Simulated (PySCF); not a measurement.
**Run report: C₄H₇NO₂Si, NMR shielding calculation**

C₄H₇NO₂Si, computed with GIAO PBE0/pcSseg-1 NMR shielding, non-relativistic, gas phase (PySCF 2.14.0).

The geometry comes from this level: GFN2-xTB, NEB image 4 of 0 to 8. It belongs to a series of runs on one base structure; here: NEB image 4 of 0 to 8. Figures and captions count atoms from 1; the log counts them from 0 in places.

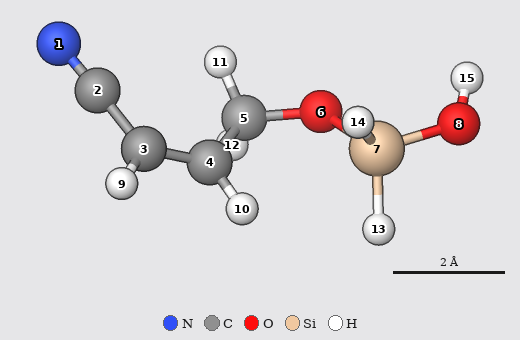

The input geometry (ball-and-stick view, seen at a tilt; atoms are numbered from 1 in the order of the input). Bond lengths as drawn: C–C 1.33 to 1.49 Å, C–H 1.08 to 1.10 Å, C–N 1.15 Å, C–O 1.39 Å, H–O 0.95 Å, H–Si 1.46 to 1.47 Å and O–Si 1.61 to 1.63 Å.

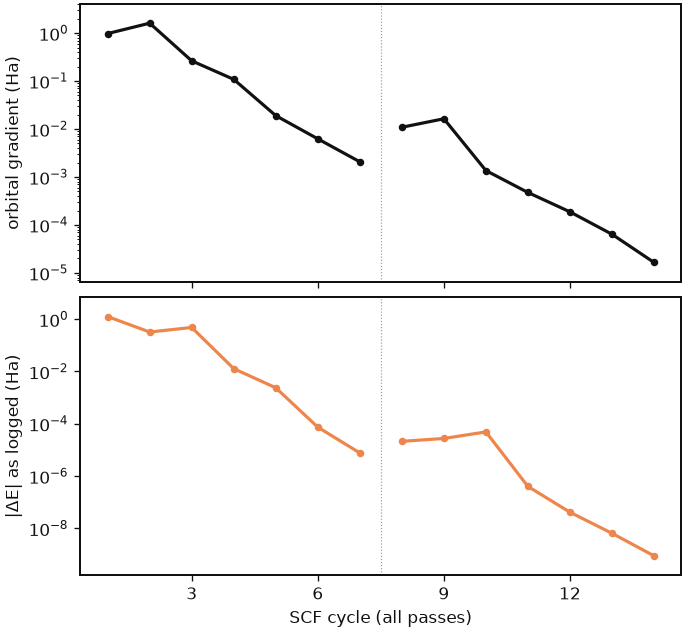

Convergence of the self-consistent field: orbital gradient and size of the energy change against the SCF cycle. The dotted line marks the change from a coarse to the final integration grid. The first 7 cycles use a coarse grid, the final grid takes over at cycle 8, and the field converges after 14 cycles in all.

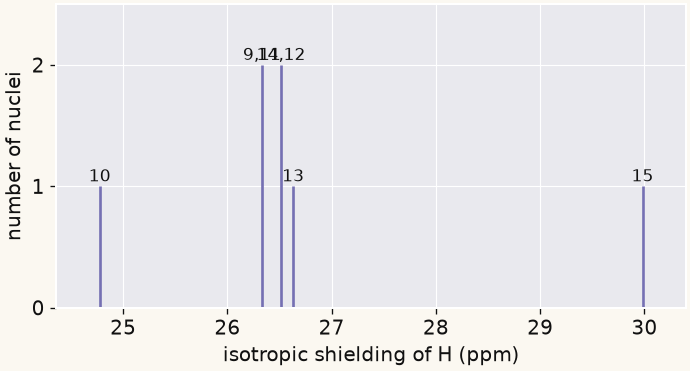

Isotropic shieldings of the hydrogen nuclei in this fixed geometry, labelled by atom number; shielding grows to the right, so chemical shift grows to the left. The least shielded is H10 (24.8 ppm), the most shielded H15 (30.0 ppm).

These pictures come from the run below.

Input
```
{"job": {"kind": "nmr", "xc": "PBE0", "basis": "pcSseg-1", "pop": false}, "charge": 0, "multiplicity": 1}
N     -3.391400     1.746200    -1.352100
C     -2.851900     1.070700    -0.598300
C     -2.216900     0.226100     0.331700
C     -1.029100    -0.336500     0.116200
C     -0.195100    -0.140700    -1.104800
O      1.174500    -0.115400    -0.854700
Si     1.974100    -0.335500     0.546400
O      3.538200    -0.262300     0.166400
H     -2.773000     0.038700     1.239900
H     -0.601800    -0.994700     0.856500
H     -0.474100     0.789500    -1.616900
H     -0.392700    -0.973700    -1.798500
H      1.807100    -1.678200     1.092400
H      1.582200     0.702100     1.503600
H      3.845400     0.271700    -0.560900
```

The first line tells a small driver script what to run in PySCF; the rest is the geometry in Å.

Run as:
```bash
OMP_NUM_THREADS=1 python <driver script> task.json out
```

What the program printed
```
coarse grid: 13544 points
cycle   1  E = -650.5253126571  dE =  1.261e+00  |g| = 9.768e-01  |ddm| = 3.644e+00
cycle   2  E = -650.2023350247  dE =  3.230e-01  |g| = 1.609e+00  |ddm| = 2.113e+00
cycle   3  E = -650.6860743508  dE = -4.837e-01  |g| = 2.638e-01  |ddm| = 1.503e+00
cycle   4  E = -650.6989212809  dE = -1.285e-02  |g| = 1.085e-01  |ddm| = 2.329e-01
cycle   5  E = -650.7013040012  dE = -2.383e-03  |g| = 1.902e-02  |ddm| = 8.962e-02
cycle   6  E = -650.7013782587  dE = -7.426e-05  |g| = 6.243e-03  |ddm| = 1.918e-02
cycle   7  E = -650.7013859382  dE = -7.680e-06  |g| = 2.072e-03  |ddm| = 5.714e-03
final grid: 127776 points
cycle   8  E = -650.7675261502  dE = -2.129e-05  |g| = 1.088e-02  |ddm| = 2.865e-02
cycle   9  E = -650.7674986919  dE =  2.746e-05  |g| = 1.637e-02  |ddm| = 1.880e-02
cycle  10  E = -650.7675474880  dE = -4.880e-05  |g| = 1.362e-03  |ddm| = 1.203e-02
cycle  11  E = -650.7675478890  dE = -4.011e-07  |g| = 4.755e-04  |ddm| = 1.192e-03
cycle  12  E = -650.7675479304  dE = -4.140e-08  |g| = 1.876e-04  |ddm| = 4.599e-04
cycle  13  E = -650.7675479369  dE = -6.472e-09  |g| = 6.407e-05  |ddm| = 1.611e-04
cycle  14  E = -650.7675479378  dE = -8.879e-10  |g| = 1.654e-05  |ddm| = 5.532e-05
converged SCF energy = -650.7675479378

GIAO shielding tensors (ppm)
atom      isotropic    diamagn.    paramagn.     s11        s22        s33       span
  0 N      -66.744     339.791    -406.535   -218.480   -191.564    209.812    428.292
  1 C       67.641     260.066    -192.425    -46.347    -45.666    294.935    341.283
  2 C       81.319     253.173    -171.854    -20.978    102.322    162.614    183.592
  3 C       23.443     261.320    -237.876   -103.037     24.689    148.678    251.714
  4 C      118.486     242.333    -123.847     98.028    104.493    152.936     54.909
  5 O      303.567     396.872     -93.305    255.450    296.726    358.525    103.075
  6 Si     385.391     879.541    -494.151    367.403    375.024    413.745     46.342
  7 O      306.268     385.236     -78.968    267.269    303.091    348.445     81.176
  8 H       26.328      28.324      -1.996     23.040     26.598     29.346      6.306
  9 H       24.776      34.412      -9.636     21.044     24.069     29.215      8.171
 10 H       26.335      31.271      -4.937     21.626     25.410     31.969     10.343
 11 H       26.519      28.731      -2.212     21.650     26.986     30.919      9.268
 12 H       26.630      30.142      -3.512     22.756     25.518     31.616      8.860
 13 H       26.510      31.072      -4.562     22.605     25.773     31.154      8.549
 14 H       29.982      31.387      -1.406     21.684     25.696     42.565     20.881
```

Key numbers

```csv
quantity,value
outcome,converged
total energy,−650.767548 hartree
HOMO,−8.13 eV
LUMO,−1.88 eV
dipole moment,2.23 D
"isotropic shielding, N",−66.7 ppm
"isotropic shielding, C",23.4 to 118.5 ppm
"isotropic shielding, O",303.6 to 306.3 ppm
"isotropic shielding, Si",385.4 ppm
"isotropic shielding, H",24.8 to 30.0 ppm
hardware,"1 CPU thread, shared host"
wall time,21 s
peak memory,0.83 GiB
```
